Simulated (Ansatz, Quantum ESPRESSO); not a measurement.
# RbCaBr3 (Pm-3m): modes at Γ and the response to a field, part 3 of 3

Wanted: the vibrations of RbCaBr3 (Pm-3m) at Γ, by two programs.

Quantum ESPRESSO 7.5; DFT LDA, scalar-relativistic, plane waves, PseudoDojo norm-conserving pseudopotentials.

So far, lowest optical zone-centre mode (cm⁻¹): step 6 (zone-centre analysis) -18.2; step 7 (without ASR) -18.1. The relaxed cell has a = 5.503 Å (conventional setting).

## 8. Sum rules set otherwise: a sum rule for molecules or wires on a crystal

This rule also removes rotations, which suits molecules and not a crystal; it is tried to see the harm.

The input, dynmat.in:

```
&input
   fildyn = 'g.dyn'
   asr = 'zero-dim'
   fileig = 'dynmat.eig'
   lperm = .true.
/
```

The run is started by

```sh
> dynmat.x -in dynmat.in > dynmat.out
```

Output:

```text
[banner, memory and clock lines left out]
Program DYNMAT v.7.5

     Reading Dynamical Matrix from file g.dyn
     ...Force constants read
     ...epsilon and Z* read
     Acoustic Sum Rule: || Z*(ASR) - Z*(orig)|| =    6.991992E-01
     Acoustic Sum Rule: ||dyn(ASR) - dyn(orig)||=    4.028619E-02
     A direction for q was not specified:TO-LO splitting will be absent

     Polarizability (A^3 units)
     multiply by 0.578567 for Clausius-Mossotti correction
        28.974663    0.000000    0.000000
         0.000000   28.974663    0.000000
         0.000000    0.000000   28.974663

     IR activities are in (D/A)^2/amu units

# mode   [cm-1]    [THz]      IR
    1    -18.08   -0.5422    0.9072
    2     -0.00   -0.0000    0.0000
    3     -0.00   -0.0000    0.0000
    4      0.00    0.0000    0.0000
    5      0.00    0.0000    0.0000
    6      0.00    0.0000    0.0000
    7      0.00    0.0000    0.0000
    8     10.53    0.3156    0.5693
    9     10.53    0.3156    0.5693
   10     44.10    1.3221    0.6532
   11     44.10    1.3221    0.6532
   12     66.10    1.9815    0.2810
   13    239.20    7.1712    4.4381
   14    241.34    7.2352    4.6605
   15    241.34    7.2352    4.6605

Electronic dielectric permittivity tensor (relative, adimensional)
         3.185225    0.000000    0.000000
         0.000000    3.185225    0.000000
         0.000000    0.000000    3.185225

 ... with zone-center polar mode contributions
         7.339331   -1.168928   -1.168928
        -1.168928    7.339331   -1.168928
        -1.168928   -1.168928    7.339331

[end of the log left out, with the tail of the file of modes that dynmat.x writes under the same name]
```

The job ended after 0.46 s (1 thread of Arm Neoverse V1, shared host).

The run ended normally, but on settings that are not sound.

The fault: a sum rule for molecules or wires on a crystal; 3 optical modes are projected out to zero frequency, as if they were rotations.

For a crystal the rule has to be 'simple' or 'crystal'.

Zone-centre frequencies as printed; negative means imaginary. Modes:

```tsv
mode	frequency (cm⁻¹)
1	-18.08
2	0
3	0
4	0
5	0
6	0
7	0
8	10.53
9	10.53
10	44.1
11	44.1
12	66.1
13	239.2
14	241.3
15	241.3
```

## 9. Modes along a direction of q (1 0 0)

A longitudinal polar mode sets up a macroscopic field that stiffens it; the term hangs on the direction from which q goes to zero.

The input, dynmat.in:

```
&input
   fildyn = 'g.dyn'
   asr = 'simple'
   fileig = 'dynmat.eig'
   q(1) = 1.0
   q(2) = 0.0
   q(3) = 0.0
/
```

The run is started by

```sh
> dynmat.x -in dynmat.in > dynmat.out
```

Output:

```text
[banner, memory and clock lines left out]
Program DYNMAT v.7.5

     Reading Dynamical Matrix from file g.dyn
     ...Force constants read
     ...epsilon and Z* read

     Polarizability (A^3 units)
     multiply by 0.578567 for Clausius-Mossotti correction
        28.974663    0.000000    0.000000
         0.000000   28.974663    0.000000
         0.000000    0.000000   28.974663

     IR activities are in (D/A)^2/amu units

# mode   [cm-1]    [THz]      IR
    1    -18.16   -0.5445    0.9070
    2    -18.16   -0.5445    0.9070
    3     -0.00   -0.0000    0.0000
    4     -0.00   -0.0000    0.0000
    5      0.00    0.0000    0.0000
    6     22.17    0.6646    0.0000
    7     22.17    0.6646    0.0000
    8     22.17    0.6646    0.0000
    9     41.81    1.2533    0.2450
   10     66.04    1.9797    0.2814
   11     66.04    1.9797    0.2814
   12     76.51    2.2936    0.4081
   13    239.18    7.1703    4.4378
   14    239.18    7.1703    4.4378
   15    276.12    8.2780    4.9733

[end of the log left out, with the tail of the file of modes that dynmat.x writes under the same name]
```

The job ended after 0.46 s (1 thread).

Numbers from this step:

| Quantity | Value |
| --- | --- |
| highest mode moved by the LO-TO term | 276.1 cm⁻¹ |

Zone-centre frequencies as printed; negative means imaginary. Modes:

```tsv
mode	frequency (cm⁻¹)
1	-18.16
2	-18.16
3	0
4	0
5	0
6	22.17
7	22.17
8	22.17
9	41.81
10	66.04
11	66.04
12	76.51
13	239.2
14	239.2
15	276.1
```

The field moves 3 modes; the highest of them now lies at 276 cm⁻¹, where the highest that moved away lay at 239.

## 10. A second program

A second program on the same cell, potentials, cutoff and meshes tests the implementation of the phonon response, not its convergence. Its field response is summed in its own way. Its k mesh is centred on Γ.

This step: DFT LDA, scalar-relativistic, plane waves, PseudoDojo norm-conserving pseudopotentials (Ansatz 0.2.0).

The input, input.yaml:

```yaml
crystal:
  lattice:
    - [5.50271905, 0.0, 0.0]
    - [0.0, 5.50271905, 0.0]
    - [0.0, 0.0, 5.50271905]
  atoms:
    - { symbol: Rb, position: [0.5, 0.5, 0.5] }
    - { symbol: Ca, position: [0.0, 0.0, 0.0] }
    - { symbol: Br, position: [0.5, 0.0, 0.0] }
    - { symbol: Br, position: [0.0, 0.5, 0.0] }
    - { symbol: Br, position: [0.0, 0.0, 0.5] }
kpoints:
  mp_grid: { grid: [4, 4, 4] }
hamiltonian:
  xc: lda
  pseudopotentials: { kind: nc, accuracy: standard }
scf:
  occupations: { method: fixed }
output:
  eigenvalues: true
basis:
  ecutwfc: 816.342
phonons:
  method: dfpt
  dielectric: true
  rigid_motions: translations
```

The run is started by

```sh
> ansatz run input.yaml --threads 4 --pin off --max-ram 8192MiB --backend cpu --events-out ev --progress --plain --runs-dir out
```

Output:

```text
Warning: basis.ecutwfc = 816.342 eV is below the records' recommended 979.609905 eV, and the density's cutoff is lower with it unless basis.ecutrho_ratio is high enough to keep the records' density cutoff: compare with a run at a higher cutoff
Engine: ansatz 0.2.0, aarch64-unknown-linux-gnu
Pseudopotentials: kind: nc
Pseudopotential: Rb, nc, valence charge 9, recommended cutoff 571.439111 eV (normal), Rb.nc.azcp (PseudoDojo's, or run here from an input of PseudoDojo's; its table is named by hamiltonian.pseudopotentials.accuracy)
Pseudopotential: Ca, nc, valence charge 10, recommended cutoff 979.609905 eV (normal), Ca.nc.azcp (PseudoDojo's, or run here from an input of PseudoDojo's; its table is named by hamiltonian.pseudopotentials.accuracy)
Pseudopotential: Br, nc, valence charge 7, recommended cutoff 598.650497 eV (normal), Br.nc.azcp (PseudoDojo's, or run here from an input of PseudoDojo's; its table is named by hamiltonian.pseudopotentials.accuracy)
Functional definition: SPW92
  exchange = slater_x
  correlation = pw_c
Crystal: 5 atoms, lattice volume = 166.622 Å³
Basis set: ecut = 816.342 eV, 8829 PW (Γ), exchange–correlation on 108×108×108 points (8 copies of the dense FFT grid, shifted against one another)
Bands: 25, of which v1, the nominal top of the filled ones, is band 20 counted from 1 (19 counted from 0)
Symmetry: 48 space group operations
k-points: 30 of 64 (irreducible under 2 space group operations, time reversal used)
Non-local potential: Rb, projectors of the file, l = 0: 2, l = 1: 2, l = 2: 2
Non-local potential: Ca, projectors of the file, l = 0: 2, l = 1: 2, l = 2: 2
Non-local potential: Br, projectors of the file, l = 0: 2, l = 1: 2, l = 2: 2
Initial density: superposition of atomic densities (chi_scale 0.1, normalization cell, long waves kept (reshape's long-wave potential 0.00 eV rms))
Initial wavefunctions: pseudopotential atomic-orbital guess
Functional: x = slater, c = lda
SCF iter   1: F=—  HF=-3090.565595 eV  |F-HF|=—  |Δ(HF+E_count)|=         —  Δρ=4.48e-2  dr2=6.49e0  ethr=3.10e-3  ⟨swp⟩=9.2  Hψ=5306  notcnv=0  defer=116
preconditioner: auto → Resta (q_TF=auto, 2.151 Å⁻¹)  ε∞=3.6  [insulator: Δε(μ)=2.016 eV  Ē_g=9.696 eV  n_scr=26 (ndim 8)  ℏωp=15.8 eV  f_vac=0.000  ε∞_Penn≈3.6]
SCF iter   2: F=—  HF=-3088.406958 eV  |F-HF|=—  |Δ(HF+E_count)|=    2.16e0  Δρ=1.32e-2  dr2=6.49e-1  ethr=3.10e-3  ⟨swp⟩=5.7  Hψ=2331  notcnv=0  defer=71
SCF iter   3: F=—  HF=-3088.145704 eV  |F-HF|=—  |Δ(HF+E_count)|=   2.61e-1  Δρ=5.25e-3  dr2=7.47e-2  ethr=1.62e-3  ⟨swp⟩=5.0  Hψ=1891  notcnv=0  defer=73
SCF iter   4: F=—  HF=-3088.116321 eV  |F-HF|=—  |Δ(HF+E_count)|=   2.94e-2  Δρ=1.07e-3  dr2=1.96e-3  ethr=1.87e-4  ⟨swp⟩=5.1  Hψ=1577  notcnv=0  defer=85
SCF iter   5: F=—  HF=-3088.116437 eV  |F-HF|=—  |Δ(HF+E_count)|=   1.16e-4  Δρ=2.82e-4  dr2=2.40e-4  ethr=4.91e-6  ⟨swp⟩=4.0  Hψ=1519  notcnv=0  defer=86
SCF iter   6: F=—  HF=-3088.116431 eV  |F-HF|=—  |Δ(HF+E_count)|=   6.53e-6  Δρ=6.82e-5  dr2=9.07e-6  ethr=5.99e-7  ⟨swp⟩=3.5  Hψ=1520  notcnv=0  defer=89
SCF iter   7: F=—  HF=-3088.116437 eV  |F-HF|=—  |Δ(HF+E_count)|=   6.31e-6  Δρ=1.31e-5  dr2=3.83e-7  ethr=2.27e-8  ⟨swp⟩=3.6  Hψ=1550  notcnv=0  defer=83
SCF iter   8: F=—  HF=-3088.116574 eV  |F-HF|=—  |Δ(HF+E_count)|=   1.37e-4  Δρ=2.68e-6  dr2=1.25e-8  ethr=9.56e-10  ⟨swp⟩=2.9  Hψ=1369  notcnv=0  defer=83
SCF iter   9: F=—  HF=-3088.116574 eV  |F-HF|=—  |Δ(HF+E_count)|=  7.40e-10  Δρ=5.14e-7  dr2=2.79e-10  ethr=3.13e-11  ⟨swp⟩=2.8  Hψ=1305  notcnv=0  defer=83
SCF iter  10: F=-3088.116574 eV  HF=-3088.116574 eV  |F-HF|=4.55e-13  |Δ(HF+E_count)|=  1.23e-11  Δρ=3.47e-8  dr2=1.53e-12  ethr=1.00e-12  ⟨swp⟩=24.0  Hψ=8147  notcnv=0
SCF 1 converged in 10 iterations: F = -3088.116574 eV  dr2 = 1.53e-12
DFPT response loops at Γ: preconditioner auto → none (the input reference at scf.mixing.eps_inf says where Resta's filter doesn't serve); β = 0.50; Broyden in place of MSR1
── the response to a field inside a basis, on 4×4×4 k-points: an SCF that follows is theirs, and a resumed run solves both again ──
Bands: 21, of which v1, the nominal top of the filled ones, is band 20 counted from 1 (19 counted from 0)
k-points: 4 of 64
Initial density: handed on by an earlier stage of this run
Initial wavefunctions: pseudopotential atomic-orbital guess (no wavefunctions were taken with the density)
Eigensolver: Dense (4 Hₖ)
SCF iter   1: F=—  HF=-3088.109739 eV  |F-HF|=—  |Δ(HF+E_count)|=         —  Δρ=1.07e-4  dr2=3.06e-6  ethr=1.00e-1
preconditioner: auto → Resta (q_TF=auto, 2.151 Å⁻¹)  ε∞=3.3  [insulator: Δε(μ)=4.553 eV  Ē_g=10.439 eV  n_scr=26 (ndim 8)  ℏωp=15.8 eV  f_vac=0.026  ε∞_Penn≈3.3]
SCF iter   2: F=—  HF=-3088.109740 eV  |F-HF|=—  |Δ(HF+E_count)|=   1.07e-6  Δρ=5.36e-5  dr2=7.53e-7  ethr=7.65e-9
SCF iter   3: F=-3088.109740 eV  HF=-3088.109740 eV  |F-HF|=1.43e-9  |Δ(HF+E_count)|=   5.04e-7  Δρ=2.95e-6  dr2=8.22e-9  ethr=1.88e-9
SCF 1 converged in 3 iterations: F = -3088.109740 eV  dr2 = 8.22e-9
DFPT response loops at Γ: mixed as the last ones told, above
WARN: field response: ε∞ stands inside a basis, on 4×4×4 points; the force constants stand on the 4×4×4 k-mesh, whose period is 13.88 times the interband length at k = (0.0000, 0.0000, 0.0000), direct gap 4.195 eV, under 14: take them and everything formed from them as unconverged, and compare with a denser kpoints.mp_grid
SCF converged after 10 iterations
Free energy (F): -3088.116574 eV
Harris-Foulkes:  -3088.116574 eV  (|F-HF|=4.55e-13)
Internal energy: -3088.116574 eV  (E = F + TS)
E sigma→0 (E₀):  -3088.116574 eV
Fermi energy:    2.396145 eV
--- Per-component energies (eV) ---
  E_band       = -304.962794
  E_kinetic    = 920.644651
  E_local      = -2096.640652  (includes V_loc(G=0)·N_el)
  E_nonlocal   = 241.464187
  E_hartree    = 632.058465
  E_xc         = -814.222362
  E_vxc        = -634.547908  (∫ρ·V_xc dr)
  E_ewald      = -1971.420861
  E_smearing   = -0.000000  (= −TS)
  E_closure    = 0.000000  (closes the sum)
  Σ components = -3088.116574   (vs F -3088.116574, Δ=0.00e0)
--- Band table (eV; the first three rows and the last of 30) ---
  k-point 0: bands = [... 16 lower, 1.6994, 2.1006, 2.1006, 2.1006, 6.2954, 6.9123, 6.9123, 6.9123, ... 1 higher]
  k-point 1: bands = [... 16 lower, 1.5214, 1.5872, 1.9939, 1.9939, 7.0016, 7.0479, 7.5254, 7.5254, ... 1 higher]
  k-point 2: bands = [... 16 lower, 1.2759, 1.4828, 1.9314, 1.9314, 7.1026, 8.2199, 8.2990, 8.2990, ... 1 higher]
  k-point 29: bands = [... 16 lower, 0.7924, 2.3961, 2.3961, 2.3961, 7.6875, 8.5529, 8.5529, 8.5529, ... 1 higher]
--- Phonons (Γ-DFPT): 4 representative perturbations + reference, on 30 of 64 k-points (Σ response iterations 14) ---
  k mesh reduced under 2 symmetry operations, with k and −k counted as one. Each operation leaves every solved perturbation unchanged. A smaller set is not considered because the run solves the response to a homogeneous field
  ASR residual: 1.482e-4 → 0.000e0 eV/Å²; symmetrization residual: 1.602e-5 eV/Å²
  ASR residual per site (eV/Å²): 1.64e-5 1.48e-4 1.34e-5 1.34e-5 1.34e-5
  Γ frequencies (cm⁻¹): -18.14 -18.14 -18.14 0.00 0.00 0.00 22.17 22.17 22.17 66.10 66.10 66.10 239.21 239.21 239.21
  ε∞ (high-frequency dielectric tensor):
        3.170898     0.000000     0.000000
        0.000000     3.170898     0.000000
        0.000000     0.000000     3.170898
  softest optical mode at Γ: -18.14 cm⁻¹; the repairs (sum rule, projections) moved no ω² at Γ by more than (1.62 cm⁻¹)²
  Born effective charges Z* (e; rows j = field, columns β = displacement):
    site 0:
         1.31927   -0.00000    0.00000
         0.00000    1.31927    0.00000
         0.00000    0.00000    1.31927
    site 1:
         2.46396    0.00000   -0.00000
         0.00000    2.46396    0.00000
         0.00000    0.00000    2.46396
    site 2:
        -2.04759   -0.00000    0.00000
        -0.00000   -0.86782    0.00000
        -0.00000    0.00000   -0.86782
    site 3:
        -0.86782    0.00000    0.00000
         0.00000   -2.04759    0.00000
         0.00000    0.00000   -0.86782
    site 4:
        -0.86782    0.00000    0.00000
        -0.00000   -0.86782    0.00000
        -0.00000    0.00000   -2.04759
  Z* charge neutrality: 1.134e-2 e pre-enforcement
  solved inside a basis spanned on kpoints, on 4×4×4 k-points, its susceptibility summed on 8×8×8: ε∞ is read to err by 8.8e-3, Z* by 1.6e-2 e (field_mesh: kpoints solves on kpoints); Z* is corrected for what the basis lacks
  optical modes at Γ without the LO–TO term, one row a degenerate level:
      ω (cm⁻¹)  modes    IR ((D/Å)²/amu)
        -18.14      3             2.7097
         22.17      3             0.0000
         66.10      3             0.8574
        239.21      3            13.2631
  optical modes at Γ + LO–TO along q̂ = [1.0000, 0.0000, 0.0000]:
      ω (cm⁻¹)  modes    IR ((D/Å)²/amu)
        -18.14      2             1.8065
         22.17      3             0.0000
         41.74      1             0.2421
         66.10      2             0.5716
         76.72      1             0.4108
        239.21      2             8.8420
        276.19      1             4.9572
  optical modes at Γ + LO–TO along q̂ = [0.0000, 1.0000, 0.0000]:
      ω (cm⁻¹)  modes    IR ((D/Å)²/amu)
        -18.14      2             1.8065
         22.17      3             0.0000
         41.74      1             0.2421
         66.10      2             0.5716
         76.72      1             0.4108
        239.21      2             8.8420
        276.19      1             4.9572
  optical modes at Γ + LO–TO along q̂ = [0.0000, 0.0000, 1.0000]:
      ω (cm⁻¹)  modes    IR ((D/Å)²/amu)
        -18.14      2             1.8065
         22.17      3             0.0000
         41.74      1             0.2421
         66.10      2             0.5716
         76.72      1             0.4108
        239.21      2             8.8420
        276.19      1             4.9572
```

It took 73 s on 4 threads; peak memory 1.7 GiB.

This step gave:

```yaml
sum_rule_residual_before_enforcement: 1.48e-4 eV/Å²
miss_of_the_charge_sum_rule: 0.01134 e
estimated_error_of_the_dielectric_tensor: 0.008814
estimated_error_of_the_born_charges: 0.01563 e
lowest_optical_zone_centre_mode: -18.14 cm⁻¹
mean_high_frequency_dielectric_constant: 3.171
largest_born_charge_in_size_third_of_the_trace: 2.464 e
highest_mode_moved_by_the_lo_to_term: 276.2 cm⁻¹
```

Transverse modes; imaginary modes left out. Lines of the infrared spectrum (strongest = 100):

```tsv
position (cm⁻¹)	label	IR intensity ((D/Å)²/amu), degenerate modes summed, relative
22	T2u	0.0
66	T1u	6.5
239	T1u	100
```

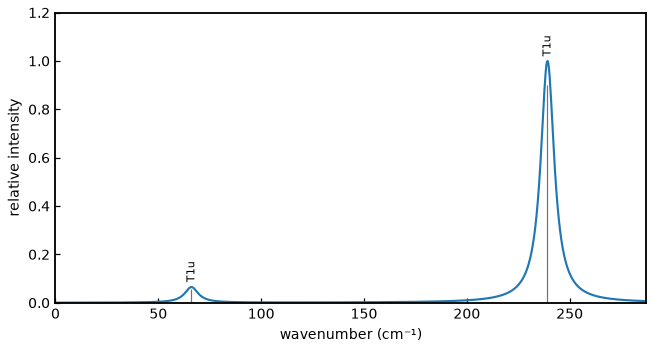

The infrared spectrum, broadened with Lorentzians of width 8 cm⁻¹; bars mark the lines.

The log warns that the force constants on this k mesh are to be taken as unconverged.

## 11. Side by side: QE PseudoDojo and Ansatz, PseudoDojo

Numbers from this step:

* root-mean-square difference: 0.03 cm⁻¹
* largest difference: 0.06 cm⁻¹

The two runs side by side. Further quantities:

```tsv
quantity	QE PseudoDojo	Ansatz, PseudoDojo
mean ε∞	3.185	3.171
largest Born charge in size (e; the first before, the second after the charge sum rule)	2.46	2.464
```

At the zone centre the largest difference (acoustic modes at Γ apart) is 0.03 % of the highest mode.

## 12. Results

```json
{
  "space group after relaxation": "Pm-3m",
  "volume per atom": "33.3 Å³",
  "gap on the k-mesh": "3.90 eV",
  "highest optical zone-centre mode (no LO-TO term)": "239.2 cm⁻¹",
  "lowest optical zone-centre mode": "-18.2 cm⁻¹",
  "highest mode moved by the LO-TO term": "276.1 cm⁻¹",
  "mean high-frequency dielectric constant": "3.19",
  "largest Born charge in size (third of the trace)": "2.46 e",
  "imaginary optical modes at the zone centre (no q mesh in this session)": "yes",
  "largest difference from Ansatz, PseudoDojo": "0.06 cm⁻¹"
}
```

What this shows: At the LDA level the optical modes of RbCaBr3 (Pm-3m) at the zone centre (no LO-TO term) run from 18i to 239 cm⁻¹, so the structure is a saddle point, with 3 modes beyond 10i cm⁻¹ there. Along the directions run, the highest mode that the macroscopic field moves lies at 276 cm⁻¹. Of the 12 optical modes, 9 are infrared active alone and 3 are silent. QE PseudoDojo and Ansatz, PseudoDojo agree to 0.06 cm⁻¹ (0.03 % of the highest mode compared) on all solved modes but the acoustic ones at Γ, without the LO-TO term. These are harmonic frequencies at zero temperature: anharmonic shifts and linewidths and thermal expansion are left out. The relaxation ran at 60 Ry, under the 72 Ry recommended for these files; the stress of so short a basis can leave the cell about one per cent too small. Ansatz warns that the cutoff lies 17 % under the one recommended for these files; agreement at one cutoff is not convergence. Ansatz's log warns that force constants on this k mesh are to be taken as unconverged, an error that the frequencies of both programs share. The structure comes from a database and need not be the phase that is stable at ambient conditions.

[Host names and launcher messages were left out of these logs when they were recorded.]

[Logs are printed without paths, hosts, clocks, repeated set-up lines and the standing remarks that a program may print on its own settings, such as how far it seeks lower states.]

[Hosts, paths, dates, database ids (printed as entryN), source tags and the programs' standing remarks are cut or masked in the printed files.]
